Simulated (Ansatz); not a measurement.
## Computed energy over volume and axial ratio: As (A7 type, space group R-3m)

As (A7 type, space group R-3m)

```yaml
crystal:
  lattice:
    - [1.88053, 1.08572, 3.57784]
    - [-1.88053, 1.08572, 3.57784]
    - [0.00000, -2.17144, 3.57784]
  atoms:
    - { symbol: As, position: [0.22600, 0.22600, 0.22600] }
    - { symbol: As, position: [0.77400, 0.77400, 0.77400] }
```

The relaxed cell is deformed in two ways at once: its volume V is scaled, and at that volume it is stretched along z (the c axis of the conventional cell) so that c/a changes. Fractional atomic positions are held.

All values below come from r2SCAN+rVV10 (plane waves to 500 eV, PAW, scalar-relativistic; Ansatz, an electronic-structure program). k mesh 15×15×15 (Γ-centred), Fermi-Dirac smearing 0.05 eV. Energies are smeared free energies. As the atoms are clamped, bonds stretch with the cell, which overstates energies and stresses. With partly filled bands, the response to shear is sensitive to the k mesh, so small differences along c/a are uncertain. As was relaxed with its symmetry unable to fall. The zero of ΔE is the relaxed starting cell.

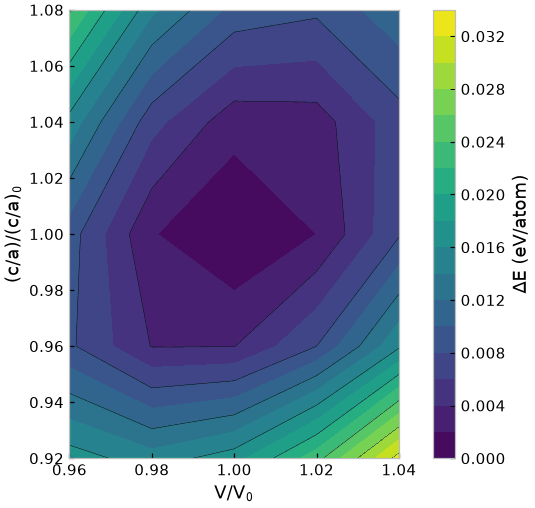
ΔE (eV/atom) over the 5×5 grid of computed points.

Lowest place on the grid: V/V₀ = 1.000, (c/a)/(c/a)₀ = 1.000 (0 meV/atom). Highest place on the grid: V/V₀ = 1.040, (c/a)/(c/a)₀ = 0.920 (33 meV/atom).

(Under strain, the slope of the energy per volume gives the stress and its curvature an elastic modulus.)
